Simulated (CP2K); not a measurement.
Consider 2-carboxythiophene at its PBE geometry (Å).

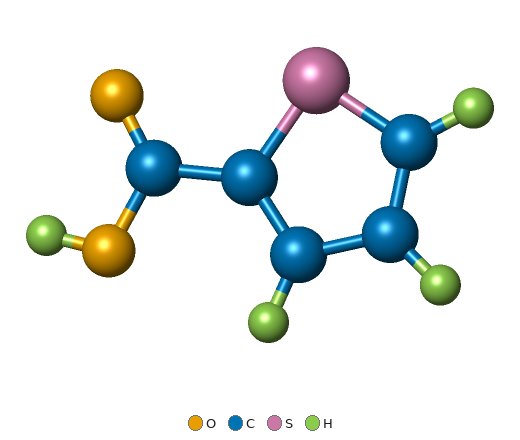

The molecule (oxygen orange, carbon blue, sulfur pink, hydrogen green).

```xyz
12

O     2.2675   -1.2468    1.1708
C     1.7688   -0.4838    0.3488
O     2.5229    0.2280   -0.5631
C     0.3356   -0.2221    0.2158
C    -0.3429    0.6131   -0.6585
C    -1.7433    0.5803   -0.4607
C    -2.1053   -0.2800    0.5597
S    -0.7547   -1.0445    1.2766
H     3.4488   -0.0255   -0.3704
H     0.1675    1.2181   -1.4038
H    -2.4591    1.1611   -1.0381
H    -3.1057   -0.4977    0.9229
```

Method: CP2K XAS_TDP, all-electron GAPW, PBEh(45%), aug-cc-pVDZ, TDA, GW2X-corrected core level, no relativity.

Predict the bright core excitations at the C K edge.

Leading lines: C2 289.91 eV, C4 286.77 eV, C5 286.71 eV, C6 287.50 eV and C7 286.64 eV. The leading line of an atom is its first one with 35 % of the strongest within 2.5 eV of its lowest line over the strength cut. Core ionisation energies at this level: C5 292.48, C6 292.32, C7 292.55, C2 296.62 and C4 292.35 eV.

The first six lines of each atom with a strength over 0.0015:

```tsv
atom	energy (eV)	states	strength, one atom	above the computed threshold
C2 (bonded to C and 2 O)	289.91	1	0.0654	
	294.42	1	0.0140	
	294.63	1	0.0053	
	295.81	1	0.0018	
	296.06	1	0.0047	
	296.22	1	0.0015	
C4 (bonded to 2 C and S)	286.77	1	0.0306	
	289.44	1	0.0384	
	290.17	1	0.0160	
	291.00	1	0.0076	
	291.40	1	0.0025	
	292.37	1	0.0019	yes
C5 (bonded to 2 C and H)	286.71	1	0.0459	
	289.92	1	0.0086	
	290.55	1	0.0090	
	291.17	1	0.0022	
	291.49	1	0.0034	
	292.31	1	0.0049	
C6 (bonded to 2 C and H)	287.50	1	0.0365	
	288.69	1	0.0180	
	290.23	1	0.0107	
	290.97	1	0.0056	
	291.37	1	0.0022	
	291.47	1	0.0028	
C7 (bonded to C, S and H)	286.64	1	0.0494	
	290.02	1	0.0269	
	290.39	1	0.0036	
	290.45	1	0.0178	
	291.44	1	0.0064	
	291.61	1	0.0019
```

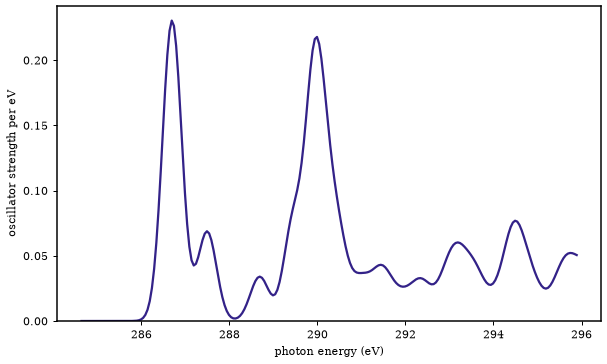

All atoms added, broadened by 0.5 eV.

Lines are vertical, at one geometry, with no vibrational structure. GW2X ionisation energies and lines can be off by 1 to 2 eV either way, and a good line position may hide errors that cancel. These values hold no scalar relativity, about 0.1 eV for C 1s. Rydberg lines, and the discretised continuum above threshold, depend on the basis and the box.

[Banner, clock and machine lines of the logs are left out without a mark of their own.]

[Logs are printed without paths, hosts, clocks, repeated set-up lines and the standing remarks that a program may print on its own settings, such as how far it seeks lower states.]

[Hosts, paths, dates, database ids (printed as entryN), source tags and the programs' standing remarks are cut or masked in the printed files.]
